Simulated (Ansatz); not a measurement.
**Run report: C2H8ClNSi, phonon calculation**

System: C2H8ClNSi.
Method: RKS r2SCANh-D4/6-31G* (Ansatz 0.2.0).

It belongs to a series of runs on one base structure; here: vibrations at the highest image of the band. Figures and captions count atoms from 1; the log counts them from 0 in places.

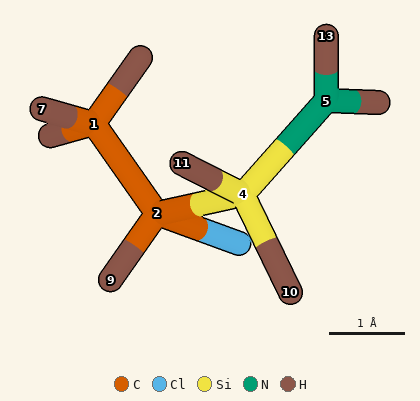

*The input geometry (stick view, seen at a tilt; atoms are numbered from 1 in the order of the input).*

Input
```yaml
crystal:
  periodic: [false, false, false]
  atoms:
    - { symbol: C, position_ang: [-1.657223, 0.105029, -0.359221] }
    - { symbol: C, position_ang: [-0.425041, -0.741719, -0.618205] }
    - { symbol: Cl, position_ang: [0.287415, -0.302936, -2.249485] }
    - { symbol: Si, position_ang: [0.980412, -0.483198, 0.634633] }
    - { symbol: "N", position_ang: [1.543474, 1.133676, 0.626335] }
    - { symbol: H, position_ang: [-1.391397, 1.162827, -0.284118] }
    - { symbol: H, position_ang: [-2.110985, -0.204004, 0.590082] }
    - { symbol: H, position_ang: [-2.402758, -0.01272, -1.151138] }
    - { symbol: H, position_ang: [-0.691938, -1.79941, -0.709569] }
    - { symbol: H, position_ang: [2.030556, -1.48215, 0.301429] }
    - { symbol: H, position_ang: [0.449017, -0.737427, 2.002386] }
    - { symbol: H, position_ang: [1.972161, 1.568474, -0.175894] }
    - { symbol: H, position_ang: [1.436809, 1.758659, 1.407565] }
basis:
  gaussian: { orbitals: "6-31G*" }
hamiltonian:
  xc: r2scanh
  dispersion: d4
phonons: {}
```

Launch command:
```bash
ansatz run input.yaml --threads 2 --pin off --max-ram 3072MiB --backend cpu --events-out ev --progress --plain --runs-dir out
```

Log
```
Engine: ansatz 0.2.0, x86_64-unknown-linux-gnu
Functional definition: r2SCANh
  parameter a = 0.1
  parameter k0 = 0.174
  parameter k1 = 0.065
  parameter a1 = 4.9479
  exchange = (1 - a)*r2scan_x(k0 = k0, k1 = k1, a1 = a1) + a*exact_x
  correlation = r2scan_c
1129 factors; integrals over basis functions are off by at most 5.5e-4 eV
mean field evaluation 1: about -24082.3214 eV, gradient 6.3e1 eV
mean field evaluation 2: about -24073.9201 eV, gradient 8.4e1 eV
mean field evaluation 4: about -24090.4944 eV, gradient 3.2e0 eV
mean field evaluation 8: about -24090.5213 eV, gradient 6.4e-2 eV
mean field evaluation 16: about -24090.5213 eV, gradient 5.9e-6 eV
mean field -24090.52127029 eV, -885.3103275413 hartree, gradient 5.9e-6 eV, S^2 0.000000; 0 other end points of the search recorded, 0 dependent functions left out
the calculation of the forces begins
reference -24090.52127868 eV, -885.3103278497 hartree; 29, 29 occupied and 70, 70 virtual orbitals, 1129 factors
these checks for a lower state are left out or cut short: stability, starts, cluster_reference, orbital_swaps, neighbouring_geometries, increment
1129 factors; integrals over basis functions are off by at most 5.5e-4 eV
mean field -24090.52112793 eV, -885.3103223096 hartree, gradient 1.8e-6 eV, S^2 0.000000; 0 other end points of the search recorded, 0 dependent functions left out
[... from here on the field's lines of each further geometry are left out, up to the last ...]
the calculation of the forces begins
reference -24090.52122084 eV, -885.3103257242 hartree; 29, 29 occupied and 70, 70 virtual orbitals, 1129 factors
these checks for a lower state are left out or cut short: stability, starts, cluster_reference, orbital_swaps, neighbouring_geometries, increment
1129 factors; integrals over basis functions are off by at most 5.5e-4 eV
mean field evaluation 480: about -24090.5211 eV, gradient 9.8e-2 eV
mean field -24090.52113717 eV, -885.3103226494 hartree, gradient 1.9e-6 eV, S^2 0.000000; 0 other end points of the search recorded, 0 dependent functions left out
the calculation of the forces begins
reference -24090.52114557 eV, -885.3103229578 hartree; 29, 29 occupied and 70, 70 virtual orbitals, 1129 factors
WARN: phonons: modes at or below zero, which the zero-point energy, F, S and C_V leave out: 1, the lowest at -221.90 cm⁻¹. A minimum has none, and a first-order saddle one
Total energy: -24090.60453576 eV, -885.3133874910 hartree
Atom 0 at    -1.657223     0.105029    -0.359221 Å, force     0.008544    -0.014989     0.004383 eV/Å
Atom 1 at    -0.425041    -0.741719    -0.618205 Å, force    -0.010015    -0.003675    -0.005106 eV/Å
Atom 2 at     0.287415    -0.302936    -2.249485 Å, force    -0.002976    -0.003269     0.009659 eV/Å
Atom 3 at     0.980412    -0.483198     0.634633 Å, force     0.015190     0.002468    -0.004315 eV/Å
Atom 4 at     1.543474     1.133676     0.626335 Å, force     0.009215     0.011880    -0.013685 eV/Å
Atom 5 at    -1.391397     1.162827    -0.284118 Å, force     0.000315     0.013361     0.000649 eV/Å
Atom 6 at    -2.110985    -0.204004     0.590082 Å, force     0.001076     0.001459    -0.003262 eV/Å
Atom 7 at    -2.402758    -0.012720    -1.151138 Å, force    -0.001647     0.000812    -0.003731 eV/Å
Atom 8 at    -0.691938    -1.799410    -0.709569 Å, force     0.001623     0.002777     0.000545 eV/Å
Atom 9 at     2.030556    -1.482150     0.301429 Å, force    -0.005919     0.001075    -0.001095 eV/Å
Atom 10 at     0.449017    -0.737427     2.002386 Å, force    -0.005121    -0.002622     0.002747 eV/Å
Atom 11 at     1.972161     1.568474    -0.175894 Å, force    -0.003049    -0.006972    -0.000111 eV/Å
Atom 12 at     1.436809     1.758659     1.407565 Å, force    -0.007237    -0.002305     0.013322 eV/Å
Dipole moment:    -0.139499     0.201775     0.376867 e Å
Vibrations: -221.90 77.38 142.65 198.84 255.78 271.61 307.37 418.56 557.34 577.70 701.35 721.82 866.99 893.07 927.20 950.76 984.82 1058.51 1120.80 1221.74 1314.77 1430.86 1516.47 1533.35 1620.68 2252.64 2260.30 3061.96 3107.32 3141.94 3163.93 3642.96 3751.37 cm⁻¹, zero-point energy 2.730927 eV
```

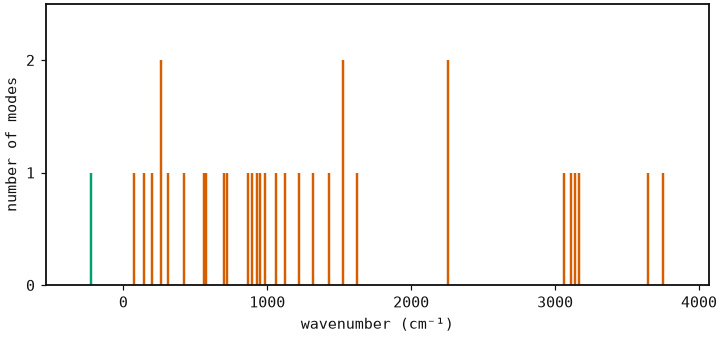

*Harmonic vibrational wavenumbers from the force constants; neighbouring modes closer than 18 cm⁻¹ are counted in one stick, and imaginary ones are drawn at negative wavenumbers.*

33 modes from 222i to 3751 cm⁻¹, 1 imaginary beyond 8i (222i cm⁻¹): a first-order saddle point, if the geometry is stationary.

Summary

| quantity | value |
| --- | --- |
| outcome | converged |
| total energy | −24090.6045 eV |
| mean-field energy | −24090.5213 eV |
| largest force (length of the vector) | 0.020 eV/Å |
| hardware | 2 threads of AMD EPYC (Zen 3), 24 GiB of memory available, shared host |
| wall time | 3.3 min (CPU time 6.2 min) |
| peak memory | 0.28 GiB |
